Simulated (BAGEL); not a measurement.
# singlet [BNH3]+: a chain of runs

Wanted: a single-point energy (singlet [BNH3]+, HF/def2-SVP), then the energy (doublet BNH3, NEVPT2(3,3)/def2-SVP), then the energy (doublet BNH3, CASPT2(3,3)/def2-SVP) of BH3N. 

Program for the calculation: BAGEL 1.2.2.

3 further runs of the same task are left out: 3 set aside as unsound or not needed.

### 1 The system as given

The species is [BNH3]+ (5 atoms), meant as a singlet with charge +1. SMILES of the parent species: `B[NH]`. The N2–H5 distance was set to 1.599 Å, away from the relaxed value. That shape belongs to the parent species and isn't relaxed for this state. At this shape a bond of the SMILES string is far longer than usual.

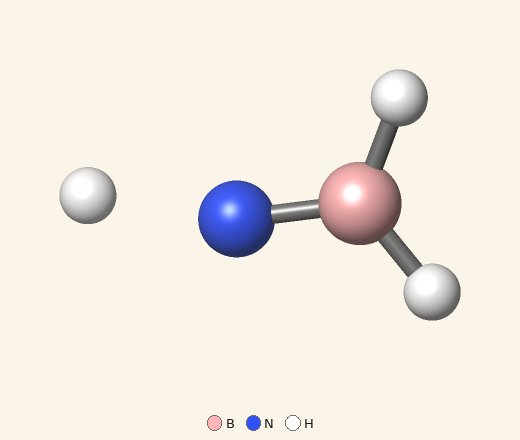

The structure, seen from a chosen angle (boron pink, nitrogen blue, hydrogen white).

### 2 The energy at HF/def2-SVP (density fitting with svp-jkfit) (run 1)

job.json

```json
{ "bagel": [

{
  "title": "molecule",
  "basis": "svp",
  "df_basis": "svp-jkfit",
  "angstrom": "true",
  "geometry": [
    { "atom": "B", "xyz": [   -0.717126,   -0.770006,   -0.277063 ] },
    { "atom": "N", "xyz": [    0.124874,    0.255294,   -0.205263 ] },
    { "atom": "H", "xyz": [   -0.821126,   -1.507306,    0.677037 ] },
    { "atom": "H", "xyz": [   -1.370426,   -0.973006,   -1.267363 ] },
    { "atom": "H", "xyz": [    1.208400,    1.321700,    0.289300 ] }
  ]
},
{
  "title": "hf",
  "charge": 1
},
{
  "title": "print",
  "file": "orbitals.molden",
  "orbitals": "true"
}

]}
```

The run is started by

```sh
$ BAGEL_NUM_THREADS=1 BAGEL job.json > job.out
```

Standard output:

```text
* using 1 threads per process

  ===============================================================
  ===============================================================

  *** Geometry ***

  { "atom" : "B", "xyz" : [     -1.355172,     -1.455100,     -0.523573 ] },
  { "atom" : "N", "xyz" : [      0.235978,      0.482436,     -0.387891 ] },
  { "atom" : "H", "xyz" : [     -1.551703,     -2.848396,      1.279415 ] },
  { "atom" : "H", "xyz" : [     -2.589730,     -1.838715,     -2.394969 ] },
  { "atom" : "H", "xyz" : [      2.283545,      2.497651,      0.546698 ] },

  Number of auxiliary basis functions:      206

  Since a DF basis is specified, we compute 2- and 3-index integrals:
    o Being stored without compression. Storage requirement is 0.003 GB

  Number of basis functions:       43
  Number of electrons      :       15

    * METHOD: MOLECULE                             0.03

  *** RHF ***

  === Nuclear Repulsion ===
    25.4702508305

      * DIIS with orbital gradients will be used.

  === RHF iteration (svp) ===
      0        -80.19246481          0.02283580           0.00
      1        -80.24686149          0.01651996           0.00
      2        -80.27822170          0.00471914           0.00
      3        -80.28510724          0.00185373           0.00
      4        -80.28668293          0.00066121           0.00
      5        -80.28687342          0.00006782           0.00
      6        -80.28687457          0.00002226           0.00
      7        -80.28687474          0.00001127           0.00
      8        -80.28687479          0.00000706           0.00
      9        -80.28687481          0.00000240           0.00
     10        -80.28687481          0.00000058           0.00
     11        -80.28687481          0.00000026           0.00
     12        -80.28687481          0.00000013           0.00
     13        -80.28687481          0.00000008           0.00
     14        -80.28687481          0.00000006           0.00
     15        -80.28687481          0.00000005           0.00
     16        -80.28687481          0.00000003           0.00
     17        -80.28687481          0.00000001           0.00
    * SCF iteration converged.

    * Permanent dipole moment:
           (   -0.957239,    -0.941186,    -0.438932) a.u.

    * METHOD: HF                                   0.09

    * METHOD: PRINT                                0.00

  ===============================================================
```

It took 0.38 s on 1 thread of Arm Neoverse V2, shared host; peak memory 0.14 GiB.

### 3 Doublet neutral BNH3: the energy at NEVPT2(3,3)/def2-SVP (density fitting with svp-jkfit) (run 2)

calc.json

```json
{ "bagel": [

{
  "title": "molecule",
  "basis": "svp",
  "df_basis": "svp-jkfit",
  "angstrom": true,
  "geometry": [
    { "atom": "B", "xyz": [      -0.717126,      -0.770006,      -0.277063 ] },
    { "atom": "N", "xyz": [       0.124874,       0.255294,      -0.205263 ] },
    { "atom": "H", "xyz": [      -0.821126,      -1.507306,       0.677037 ] },
    { "atom": "H", "xyz": [      -1.370426,      -0.973006,      -1.267363 ] },
    { "atom": "H", "xyz": [       1.208400,       1.321700,       0.289300 ] }
  ]
},

{ "title": "hf", "charge": 1 },

{
  "title": "casscf",
  "nstate": 1,
  "nact": 3,
  "nclosed": 6,
  "charge": 0,
  "nspin": 1,
  "active": [4, 8, 9],
  "maxiter": 200,
  "natocc": true
},

{
  "title": "nevpt2",
  "nstate": 1,
  "nact": 3,
  "nclosed": 6,
  "charge": 0,
  "nspin": 1,
  "active": [4, 8, 9],
  "maxiter": 200,
  "natocc": true,
  "ncore": 2
},

{ "title": "print", "file": "orbitals.molden", "orbitals": true }

]}
```

The run is started by

```sh
$ BAGEL_NUM_THREADS=1 BAGEL calc.json > calc.out
```

Standard output:

```text
* using 1 threads per process

  ===============================================================
  ===============================================================

  *** Geometry ***

  { "atom" : "B", "xyz" : [     -1.355172,     -1.455100,     -0.523573 ] },
  { "atom" : "N", "xyz" : [      0.235978,      0.482436,     -0.387891 ] },
  { "atom" : "H", "xyz" : [     -1.551703,     -2.848396,      1.279415 ] },
  { "atom" : "H", "xyz" : [     -2.589730,     -1.838715,     -2.394969 ] },
  { "atom" : "H", "xyz" : [      2.283545,      2.497651,      0.546698 ] },

  Number of auxiliary basis functions:      206

  Since a DF basis is specified, we compute 2- and 3-index integrals:
    o Being stored without compression. Storage requirement is 0.003 GB

  Number of basis functions:       43
  Number of electrons      :       15

    * METHOD: MOLECULE                             0.03

  *** RHF ***

  === Nuclear Repulsion ===
    25.4702508305

      * DIIS with orbital gradients will be used.

  === RHF iteration (svp) ===
      0        -80.19246481          0.02283580           0.00
      1        -80.24686149          0.01651996           0.00
      2        -80.27822170          0.00471914           0.00
[... 14 lines of this table left out ...]
     17        -80.28687481          0.00000001           0.00
    * SCF iteration converged.

    * Permanent dipole moment:
           (   -0.957239,    -0.941186,    -0.438932) a.u.

    * METHOD: HF                                   0.10

  ---------------------------
      CASSCF calculation
  ---------------------------

    ==== Active orbitals : =====
         Orbital 4
         Orbital 8
         Orbital 9
    ============================

    * nstate   :      1
    * nclosed  :      6
    * nact     :      3
    * nvirt    :     34
  === CASSCF iteration (svp) ===

    * Using the second-order algorithm

      0  0       -80.60695505     2.96e-02      0.00

      1  0       -80.67910866     5.02e-03      0.03
[... 19 lines of this table left out ...]
     11  0       -80.68619596     8.49e-09      0.02

    * Second-order optimization converged. *

     guess   0:   closed 1..                  open .1.

  === FCI iteration ===

      0  0       -80.63814706     6.36e-02      0.00
      1  0       -80.68324782     1.29e-02      0.00
      2  0       -80.68604401     2.23e-03      0.00
[... 4 lines of this table left out ...]
      7  0 *     -80.68619596     1.44e-15      0.00

     * ci vector, state   0, <S^2> = 0.7500
       2a.    -0.9659921777
       .a2    -0.2244584613
       aba     0.0902291763
       a.2     0.0564610326

    * METHOD: CASSCF                               0.35

    * freezing 2 orbitals

  === DF-NEVPT2 calculation ===

    * 3-index integral transformation done
    * assembly done

      NEVPT2 correlation energy:   -0.2107163598      0.02

          (+0)     -0.1094878738
          (+0)'    -0.0277779684
          (+1)     -0.0141341365
          (+1)'    -0.0009126922
          (+2)     -0.0004468058
          (-1)     -0.0438577803
          (-1)'    -0.0052346761
          (-2)     -0.0088644268

      NEVPT2 total energy:        -80.8969123237

    * METHOD: NEVPT2                               0.03

    * METHOD: PRINT                                0.00

  ===============================================================
```

It took 0.76 s on 1 thread of Arm Neoverse V2, shared host; peak memory 0.14 GiB.

### 4 Doublet neutral BNH3: the energy at CASPT2(3,3)/def2-SVP (density fitting with svp-jkfit) (run 3)

input.json

```json
{ "bagel": [

{
  "title": "molecule",
  "basis": "svp",
  "df_basis": "svp-jkfit",
  "angstrom": true,
  "geometry": [
    { "atom": "B", "xyz": [      -0.717126,      -0.770006,      -0.277063 ] },
    { "atom": "N", "xyz": [       0.124874,       0.255294,      -0.205263 ] },
    { "atom": "H", "xyz": [      -0.821126,      -1.507306,       0.677037 ] },
    { "atom": "H", "xyz": [      -1.370426,      -0.973006,      -1.267363 ] },
    { "atom": "H", "xyz": [       1.208400,       1.321700,       0.289300 ] }
  ]
},

{ "title": "hf", "charge": 1 },

{
  "title": "casscf",
  "nstate": 1,
  "nact": 3,
  "nclosed": 6,
  "charge": 0,
  "nspin": 1,
  "active": [4, 8, 9],
  "maxiter": 200,
  "natocc": true
},

{ "title": "print", "file": "orbitals.molden", "orbitals": true },

{ "title": "smith", "method": "caspt2", "ms": true, "xms": true, "sssr": true, "shift": 0.2, "shift_imag": true, "ncore": 2 }

]}
```

The run is started by

```sh
$ BAGEL_NUM_THREADS=1 BAGEL input.json > input.out
```

Standard output:

```text
* using 1 threads per process

  ===============================================================
  ===============================================================

  *** Geometry ***

  { "atom" : "B", "xyz" : [     -1.355172,     -1.455100,     -0.523573 ] },
  { "atom" : "N", "xyz" : [      0.235978,      0.482436,     -0.387891 ] },
  { "atom" : "H", "xyz" : [     -1.551703,     -2.848396,      1.279415 ] },
  { "atom" : "H", "xyz" : [     -2.589730,     -1.838715,     -2.394969 ] },
  { "atom" : "H", "xyz" : [      2.283545,      2.497651,      0.546698 ] },

  Number of auxiliary basis functions:      206

  Since a DF basis is specified, we compute 2- and 3-index integrals:
    o Being stored without compression. Storage requirement is 0.003 GB

  Number of basis functions:       43
  Number of electrons      :       15

    * METHOD: MOLECULE                             0.03

  *** RHF ***

  === Nuclear Repulsion ===
    25.4702508305

      * DIIS with orbital gradients will be used.

[... 6 lines left out ...]
    * SCF iteration converged.
[... 1 line left out ...]
    * Permanent dipole moment:
[... 28 lines left out ...]
    * Second-order optimization converged. *
[... 11 lines left out ...]
     * ci vector, state   0, <S^2> = 0.7500
[... 18 lines left out ...]
    * Zeroth order energy : state  0       -1.2346394998
[... 3 lines left out ...]
      -------------------------------------------  CASPT2 iteration  ---------------------------------------------------
       #      aibj      arbs      arbi      airj      risj      airs      arst      rist         Etot      error   time
      ------------------------------------------------------------------------------------------------------------------

       0  -0.10953  -0.01083  -0.04723  -0.01598  -0.00068  -0.02628  -0.00552  -0.00103   -0.2170855  0.0028536   0.01
       1  -0.10965  -0.01088  -0.04740  -0.01609  -0.00072  -0.02666  -0.00561  -0.00108   -0.2180904  0.0004188   0.01
       2  -0.10966  -0.01088  -0.04740  -0.01609  -0.00072  -0.02668  -0.00561  -0.00108   -0.2181169  0.0000804   0.01
       3  -0.10966  -0.01088  -0.04740  -0.01609  -0.00073  -0.02668  -0.00561  -0.00108   -0.2181177  0.0000146   0.01
       4  -0.10966  -0.01088  -0.04740  -0.01609  -0.00073  -0.02668  -0.00561  -0.00108   -0.2181177  0.0000029   0.01
       5  -0.10966  -0.01088  -0.04740  -0.01609  -0.00073  -0.02668  -0.00561  -0.00108   -0.2181177  0.0000005   0.01

      ------------------------------------------------------------------------------------------------------------------

    * CASPT2 energy : state  0      -80.9059407990
        w/o shift correction        -80.9043137067
        reference weight              0.9233727802

    * METHOD: SMITH                                0.10

  ===============================================================
```

Run time: 0.8 s. Hardware: 1 thread of Arm Neoverse V2, shared host; peak memory 0.14 GiB.

### 5 Results

| quantity | value |
| --- | --- |
| run 1, HF/def2-SVP: total energy | -80.28687 Eh |
| run 1, HF/def2-SVP: HOMO energy | -20.80 eV |
| run 1, HF/def2-SVP: LUMO energy | -7.70 eV |
| run 1, HF/def2-SVP: HOMO–LUMO gap | 13.10 eV |
| doublet neutral BNH3, run 2: total energy | -80.89691 Eh |
| doublet neutral BNH3, run 3: total energy | -80.90594 Eh |
